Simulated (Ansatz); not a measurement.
## Nudged elastic band, with input and output: C₂H₁₁NOSi₂ (part 1 of 2)

C₂H₁₁NOSi₂, computed with RKS B3LYP-D4/6-31G (Ansatz 0.2.0).

It belongs to a series of runs on one base structure; here: band between the two ends. Figures and captions count atoms from 1; the log counts them from 0 in places.

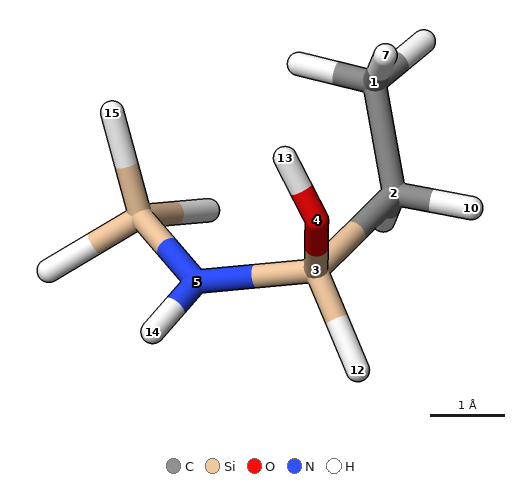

Fig. 1: The input geometry (stick view, seen at a tilt; atoms are numbered from 1 in the order of the input).

The input:
```yaml
crystal:
  periodic: [false, false, false]
  atoms:
    - { symbol: C, position_ang: [1.691161, -0.759891, -0.618034] }
    - { symbol: C, position_ang: [0.938026, 0.514242, -1.050471] }
    - { symbol: Si, position_ang: [-0.962175, 0.357042, -0.99215] }
    - { symbol: O, position_ang: [-1.46783, -1.119285, -1.748968] }
    - { symbol: "N", position_ang: [-1.498193, 0.488694, 0.694069] }
    - { symbol: Si, position_ang: [-0.547075, 0.423521, 2.202455] }
    - { symbol: H, position_ang: [1.398146, -1.616158, -1.236907] }
    - { symbol: H, position_ang: [1.493387, -1.021469, 0.428217] }
    - { symbol: H, position_ang: [2.774825, -0.632919, -0.722425] }
    - { symbol: H, position_ang: [1.207737, 0.76647, -2.08412] }
    - { symbol: H, position_ang: [1.238723, 1.370401, -0.432846] }
    - { symbol: H, position_ang: [-1.67024, 1.373743, -1.831293] }
    - { symbol: H, position_ang: [-1.294171, -1.995945, -1.36914] }
    - { symbol: H, position_ang: [-2.498101, 0.601302, 0.827344] }
    - { symbol: H, position_ang: [-0.075793, -0.963157, 2.560043] }
    - { symbol: H, position_ang: [0.677098, 1.289154, 2.100505] }
    - { symbol: H, position_ang: [-1.424626, 0.923653, 3.314019] }
basis:
  gaussian: { orbitals: "6-31G" }
hamiltonian:
  xc: b3lyp
  dispersion: d4
neb:
  order_check: false
  images: 5
  f_tol: 0.05
  max_iterations: 20
  final_atoms:
    - { symbol: C, position_ang: [1.61847504, -0.92892882, -0.58118903] }
    - { symbol: C, position_ang: [0.98481802, 0.39289947, -1.05978064] }
    - { symbol: Si, position_ang: [-0.92203462, 0.40600784, -1.01121054] }
    - { symbol: O, position_ang: [-1.55159986, -1.0472427, -1.71887795] }
    - { symbol: "N", position_ang: [-1.45121281, 0.64374242, 0.66547696] }
    - { symbol: Si, position_ang: [-0.51724962, 0.54792471, 2.18262484] }
    - { symbol: H, position_ang: [1.25598038, -1.77434995, -1.17772689] }
    - { symbol: H, position_ang: [1.38908832, -1.13977261, 0.47014135] }
    - { symbol: H, position_ang: [2.7099773, -0.90144829, -0.67690048] }
    - { symbol: H, position_ang: [1.28204246, 0.58728201, -2.09839035] }
    - { symbol: H, position_ang: [1.35700566, 1.23793464, -0.46627815] }
    - { symbol: H, position_ang: [-1.53561895, 1.44958482, -1.89073585] }
    - { symbol: H, position_ang: [-1.45462376, -1.92038697, -1.30512223] }
    - { symbol: H, position_ang: [-2.43788062, 0.84850607, 0.78669715] }
    - { symbol: H, position_ang: [0.78214492, 1.29148586, 2.05803348] }
    - { symbol: H, position_ang: [-1.34982555, 1.16798399, 3.267679] }
    - { symbol: H, position_ang: [-0.17858731, -0.8618245, 2.59585734] }
  initial_path:
    images:
      - { positions_ang: [[1.691161, -0.759891, -0.618034], [0.938026, 0.514242, -1.050471], [-0.962175, 0.357042, -0.99215], [-1.46783, -1.119285, -1.748968], [-1.498193, 0.488694, 0.694069], [-0.547075, 0.423521, 2.202455], [1.398146, -1.616158, -1.236907], [1.493387, -1.021469, 0.428217], [2.774825, -0.632919, -0.722425], [1.207737, 0.76647, -2.08412], [1.238723, 1.370401, -0.432846], [-1.67024, 1.373743, -1.831293], [-1.294171, -1.995945, -1.36914], [-2.498101, 0.601302, 0.827344], [-0.075793, -0.963157, 2.560043], [0.677098, 1.289154, 2.100505], [-1.424626, 0.923653, 3.314019]] }
      - { positions_ang: [[1.73050504, -0.8761749, -0.67169796], [0.98236818, 0.43520723, -1.02727905], [-0.90721402, 0.34410281, -0.8899348], [-1.48231384, -0.98132611, -1.72073873], [-1.40586432, 0.23763024, 0.73875209], [-0.64922459, 0.57353647, 2.15601461], [1.38531728, -1.68511166, -1.30982851], [1.56024849, -1.1508388, 0.36213253], [2.79222578, -0.74400968, -0.80639515], [1.22357845, 0.71675483, -2.05114638], [1.34515908, 1.2516033, -0.39252945], [-1.54834347, 1.47632301, -1.50838782], [-1.34909391, -1.8774687, -1.41576044], [-2.41822888, 0.27688462, 0.83648923], [-0.11023829, 0.0384609, 2.19284265], [-0.24306003, 1.27531247, 2.33982507], [-0.92492194, 0.68851199, 3.2079401]] }
      - { positions_ang: [[1.76984907, -0.9924588, -0.72536191], [1.02671036, 0.35617247, -1.0040871], [-0.85225305, 0.33116362, -0.78771959], [-1.49679768, -0.84336723, -1.69250946], [-1.31353564, -0.01343353, 0.78343518], [-0.75137418, 0.72355194, 2.10957423], [1.37248857, -1.75406533, -1.38275002], [1.62710998, -1.2802086, 0.29604807], [2.80962657, -0.85510036, -0.8903653], [1.23941989, 0.66703966, -2.01817275], [1.45159516, 1.13280559, -0.3522129], [-1.42644695, 1.57890302, -1.18548263], [-1.40401681, -1.75899239, -1.46238089], [-2.33835676, -0.04753277, 0.84563445], [-0.14468358, 1.04007879, 1.82564229], [-1.16321807, 1.26147095, 2.57914513], [-0.42521788, 0.45337097, 3.10186121]] }
      - { positions_ang: [[1.80919311, -1.1087427, -0.77902587], [1.07105253, 0.2771377, -0.98089514], [-0.79729207, 0.31822442, -0.68550439], [-1.51128152, -0.70540834, -1.66428019], [-1.22120696, -0.26449729, 0.82811826], [-0.85352377, 0.8735674, 2.06313384], [1.35965985, -1.82301899, -1.45567153], [1.69397147, -1.4095784, 0.2299636], [2.82702735, -0.96619103, -0.97433545], [1.25526134, 0.61732448, -1.98519913], [1.55803124, 1.01400789, -0.31189634], [-1.30455042, 1.68148303, -0.86257745], [-1.45893972, -1.64051609, -1.50900133], [-2.25848464, -0.37195015, 0.85477968], [-0.17912887, 2.04169669, 1.45844194], [-2.0833761, 1.24762942, 2.8184652], [0.07448618, 0.21822996, 2.99578231]] }
      - { positions_ang: [[1.74562042, -1.04880474, -0.71308026], [1.0423077, 0.31572496, -1.00719031], [-0.83887292, 0.34748556, -0.79407311], [-1.52472097, -0.81935313, -1.68247944], [-1.29787558, 0.03824928, 0.7739045], [-0.74143239, 0.76501984, 2.10296417], [1.32510002, -1.80679598, -1.36302332], [1.59234375, -1.31964314, 0.31002285], [2.78801067, -0.94461012, -0.87519046], [1.26418838, 0.60731033, -2.02292954], [1.49102271, 1.08865014, -0.36335695], [-1.38157326, 1.60418363, -1.20529692], [-1.45750106, -1.73380638, -1.44104163], [-2.3182833, 0.03486859, 0.8320855], [0.14129573, 1.79162641, 1.65830579], [-1.83885925, 1.22108094, 2.96820313], [-0.00987165, -0.14178819, 2.86247399]] }
      - { positions_ang: [[1.68204773, -0.98886678, -0.64713464], [1.01356286, 0.35431222, -1.03348548], [-0.88045377, 0.3767467, -0.90264182], [-1.53816041, -0.93329791, -1.70067869], [-1.37454419, 0.34099585, 0.71969073], [-0.629341, 0.65647227, 2.1427945], [1.2905402, -1.79057296, -1.2703751], [1.49071603, -1.22970787, 0.3900821], [2.74899399, -0.9230292, -0.77604547], [1.27311542, 0.59729617, -2.06065995], [1.42401419, 1.16329239, -0.41481755], [-1.4585961, 1.52688422, -1.54801638], [-1.45606241, -1.82709668, -1.37308193], [-2.37808196, 0.44168733, 0.80939133], [0.46172032, 1.54155614, 1.85816964], [-1.5943424, 1.19453247, 3.11794106], [-0.09422948, -0.50180635, 2.72916566]] }
      - { positions_ang: [[1.61847504, -0.92892882, -0.58118903], [0.98481802, 0.39289947, -1.05978064], [-0.92203462, 0.40600784, -1.01121054], [-1.55159986, -1.0472427, -1.71887795], [-1.45121281, 0.64374242, 0.66547696], [-0.51724962, 0.54792471, 2.18262484], [1.25598038, -1.77434995, -1.17772689], [1.38908832, -1.13977261, 0.47014135], [2.7099773, -0.90144829, -0.67690048], [1.28204246, 0.58728201, -2.09839035], [1.35700566, 1.23793464, -0.46627815], [-1.53561895, 1.44958482, -1.89073585], [-1.45462376, -1.92038697, -1.30512223], [-2.43788062, 0.84850607, 0.78669715], [0.78214492, 1.29148586, 2.05803348], [-1.34982555, 1.16798399, 3.267679], [-0.17858731, -0.8618245, 2.59585734]] }
```

Run as:
```bash
ansatz run input.yaml --threads 1 --pin off --max-ram 2048MiB --backend cpu --events-out ev --progress --plain --runs-dir out
```

The program's output:
```
Engine: ansatz 0.2.0, aarch64-unknown-linux-gnu
Functional definition: B3LYP
  parameter a0 = 0.2
  parameter ax = 0.72
  parameter ac = 0.81
  exchange = (1 - a0 - ax)*slater_x + ax*b88_x + a0*exact_x
  correlation = (1 - ac)*vwn_rpa_c + ac*lyp_c
1176 factors; integrals over basis functions are off by at most 1.7e-4 eV
mean field evaluation 1: about -21530.3040 eV, gradient 8.3e1 eV
mean field evaluation 2: about -21509.0734 eV, gradient 1.3e2 eV
mean field evaluation 4: about -21544.4065 eV, gradient 6.4e0 eV
mean field evaluation 8: about -21544.5508 eV, gradient 2.2e-1 eV
mean field evaluation 16: about -21544.5509 eV, gradient 2.7e-5 eV
mean field -21544.55092981 eV, -791.7476432494 hartree, gradient 2.7e-5 eV, S^2 0.000000; 0 other end points of the search recorded, 0 dependent functions left out
the calculation of the forces begins
reference -21544.55122062 eV, -791.7476539364 hartree; 33, 33 occupied and 51, 51 virtual orbitals, 1176 factors
1176 factors; integrals over basis functions are off by at most 1.7e-4 eV
mean field evaluation 32: about -21544.5509 eV, gradient 2.5e-5 eV
mean field -21544.55085091 eV, -791.7476403499 hartree, gradient 2.7e-5 eV, S^2 0.000000; 0 other end points of the search recorded, 0 dependent functions left out
[... from here on the field's lines of each further geometry are left out, up to the last ...]
NEB iter   1: max|band force component| = 8.377e1 eV/Å  barrier→ = 38.2976 eV  barrier← = 38.2977 eV  Δτ_max = 0.2000 Å  (181 SCF iters)
NEB iter   2: max|band force component| = 3.842e1 eV/Å  barrier→ = 18.0579 eV  barrier← = 18.0579 eV  Δτ_max = 0.1996 Å  (142 SCF iters)
NEB iter   3: max|band force component| = 1.889e1 eV/Å  barrier→ = 8.0525 eV  barrier← = 8.0526 eV  Δτ_max = 0.1986 Å  (143 SCF iters)
NEB iter   4: max|band force component| = 9.548e0 eV/Å  barrier→ = 3.5363 eV  barrier← = 3.5364 eV  Δτ_max = 0.2000 Å  (145 SCF iters)
NEB iter   5: max|band force component| = 5.156e0 eV/Å  barrier→ = 1.4356 eV  barrier← = 1.4356 eV  Δτ_max = 0.2000 Å  (144 SCF iters)
NEB iter   6: max|band force component| = 2.460e0 eV/Å  barrier→ = 0.7307 eV  barrier← = 0.7308 eV  Δτ_max = 0.1998 Å  (142 SCF iters)
NEB iter   7: max|band force component| = 1.340e0 eV/Å  barrier→ = 0.6480 eV  barrier← = 0.6480 eV  Δτ_max = 0.1991 Å  (143 SCF iters)
NEB iter   8: max|band force component| = 1.655e0 eV/Å  barrier→ = 0.6350 eV  barrier← = 0.6351 eV  Δτ_max = 0.1991 Å  (140 SCF iters)
NEB iter   9: max|band force component| = 1.496e0 eV/Å  barrier→ = 0.5895 eV  barrier← = 0.5895 eV  Δτ_max = 0.1980 Å  (144 SCF iters)
NEB iter  10: max|band force component| = 1.097e0 eV/Å  barrier→ = 0.4287 eV  barrier← = 0.4287 eV  Δτ_max = 0.1992 Å  (144 SCF iters)
NEB iter  11: max|band force component| = 5.176e-1 eV/Å  barrier→ = 0.2354 eV  barrier← = 0.2354 eV  Δτ_max = 0.1980 Å  (143 SCF iters)
NEB iter  12: max|band force component| = 2.131e-1 eV/Å  barrier→ = 0.0817 eV  barrier← = 0.0817 eV  CI = image 3  Δτ_max = 0.1969 Å  (145 SCF iters)
NEB iter  13: max|band force component| = 2.895e-1 eV/Å  barrier→ = 0.0589 eV  barrier← = 0.0590 eV  CI = image 3  Δτ_max = 0.0998 Å  (139 SCF iters)
NEB iter  14: max|band force component| = 2.018e-1 eV/Å  barrier→ = 0.0460 eV  barrier← = 0.0461 eV  CI = image 3  Δτ_max = 0.0666 Å  (140 SCF iters)
NEB iter  15: max|band force component| = 8.991e-2 eV/Å  barrier→ = 0.0387 eV  barrier← = 0.0387 eV  CI = image 3  Δτ_max = 0.0742 Å  (128 SCF iters)
NEB iter  16: max|band force component| = 5.840e-2 eV/Å  barrier→ = 0.0361 eV  barrier← = 0.0361 eV  CI = image 3  Δτ_max = 0.0662 Å  (132 SCF iters)
NEB iter  17: max|band force component| = 6.564e-2 eV/Å  barrier→ = 0.0352 eV  barrier← = 0.0352 eV  CI = image 3  Δτ_max = 0.0331 Å  (126 SCF iters)
the calculation of the forces begins
reference -21544.54411135 eV, -791.7473926757 hartree; 33, 33 occupied and 51, 51 virtual orbitals, 1176 factors
1176 factors; integrals over basis functions are off by at most 1.7e-4 eV
mean field evaluation 768: about -21530.2444 eV, gradient 8.4e1 eV
mean field -21544.52443581 eV, -791.7466696130 hartree, gradient 2.2e-5 eV, S^2 0.000000; 1 other end points of the search recorded, 0 dependent functions left out
the calculation of the forces begins
reference -21544.52472844 eV, -791.7466803668 hartree; 33, 33 occupied and 51, 51 virtual orbitals, 1176 factors
NEB iter  18: max|band force component| = 3.728e-2 eV/Å  barrier→ = 0.0345 eV  barrier← = 0.0345 eV  CI = image 3  Δτ_max = 0.0000 Å  (270 SCF iters)
```
